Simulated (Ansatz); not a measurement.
**Geometry relaxation of C45H28 (part 3 of 3)**

Continued. System: C45H28 (73 atoms in the cell). Method: DFT, PBEsol, PAW, plane waves (Ansatz 0.2.0); cutoff 420 eV, 1×1×6 k-mesh, Fermi–Dirac smearing of 0.01 eV. 

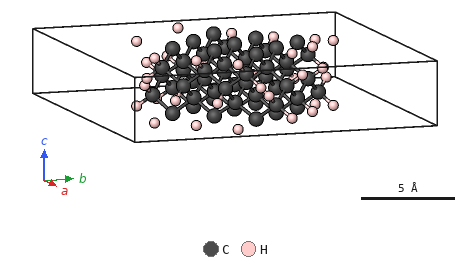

The structure as given in the input (ball-and-stick view of the cell of the calculation, with the vacuum cut short, seen slightly off an axis).

## Output, continued
```
    - { symbol: H, position: [0.7636585105505446, 0.4721357971975901, 0.6453486156199837] }
--- Löwdin populations: 73 sites ---
  site symbol       q [e]
     0      C      3.9651
     1      C      3.9651
     2      C      3.9842
     3      C      3.9651
     4      C      3.9651
     5      C      4.1097
     6      C      3.9829
     7      C      3.9829
     8      C      3.9888
     9      C      4.2935
    10      C      4.2935
    11      C      3.9853
    12      C      3.9853
    13      C      3.9853
    14      C      3.9853
    15      C      4.2935
    16      C      4.2935
    17      C      3.9888
    18      C      3.9829
    19      C      3.9829
    20      C      4.1097
    21      C      4.1175
    22      C      3.9861
    23      C      4.1175
    24      C      4.1175
    25      C      3.9861
    26      C      4.1175
    27      C      4.2935
    28      C      3.9829
    29      C      3.9888
    30      C      4.2935
    31      C      4.1097
    32      C      3.9829
    33      C      4.1175
    34      C      4.1175
    35      C      3.9861
    36      C      3.9861
    37      C      4.1175
    38      C      4.1175
    39      C      3.9829
    40      C      4.1097
    41      C      4.2935
    42      C      3.9888
    43      C      3.9829
    44      C      4.2935
    45      H      0.8563
    46      H      0.8314
    47      H      0.8349
    48      H      0.8314
    49      H      0.8349
    50      H      0.8349
    51      H      0.8314
    52      H      0.8349
    53      H      0.8314
    54      H      0.8563
    55      H      0.8481
    56      H      0.8481
    57      H      0.8481
    58      H      0.8481
    59      H      0.8314
    60      H      0.8349
    61      H      0.8349
    62      H      0.8314
    63      H      0.8563
    64      H      0.8481
    65      H      0.8481
    66      H      0.8481
    67      H      0.8481
    68      H      0.8563
    69      H      0.8314
    70      H      0.8349
    71      H      0.8349
    72      H      0.8314
  spilling = 0.005692 (of n_electrons = 208.000000)
```
